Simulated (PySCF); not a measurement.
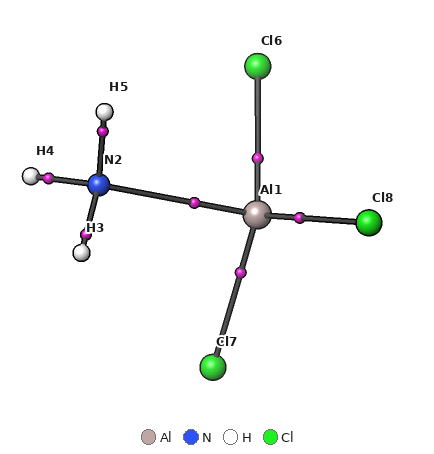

Figure. Al(NH3)Cl3 (AlCl3H3N). Molecular graph of the electron density (QTAIM): bond paths, bond critical points (magenta), ring points (cyan, if any); weak paths are dashed.

Computed with PySCF, B3LYP/6-311+G**, geometry: GFN2-xTB. No frequency check shows the geometry to be a minimum. GFN2-xTB bond lengths at metals and heavier atoms can be off by up to 0.1 Å and shapes distorted, which carries into these values.

### How many critical points of each kind are there, and does the count close?

8 nuclei, 7 bond, 0 ring and 0 cage critical points: 8 − 7 + 0 − 0 = 1, as the Poincaré–Hopf relation requires.

### What does the calculation give at each kind of bond critical point?

```tsv
bond	length (Å)	ρ (a.u.)	∇²ρ (a.u.)	ε	H (a.u.)
N2–H5 (2 alike)	1.014	0.337	−1.61	0.03	−0.456
N2–H3	1.023	0.330	−1.54	0.03	−0.435
Al1–Cl7 (3 alike)	2.051	0.080	+0.38	0.00	−0.017
Al1–N2	2.152	0.043	+0.19	0.00	−0.003
```

### What kind of interaction is Al1–N2?

Polar or intermediate (positive Laplacian, negative energy density H): ρ = 0.043, ∇²ρ = +0.19, H = −0.003 a.u.
